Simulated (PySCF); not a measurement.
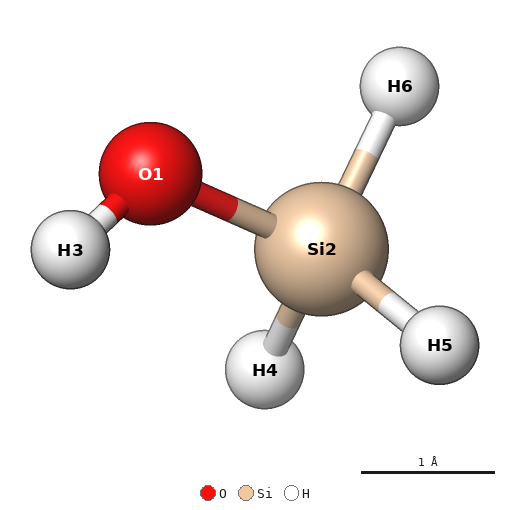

The view is orthographic, and the bar gives the scale. Computed geometry: GFN2-xTB optimisation. No frequency run is at hand to confirm it as a minimum.

Write Cartesian coordinates in Å in the frame of the picture: x to the right, y up, z towards the viewer, origin at the mean of the atomic positions.

```xyz
6
H4OSi
O   -0.93   0.54   0.57
Si   0.36  -0.03  -0.24
H   -1.54  -0.03   1.04
H   -0.07  -0.93  -1.30
H    1.25  -0.75   0.67
H    0.94   1.20  -0.74
```
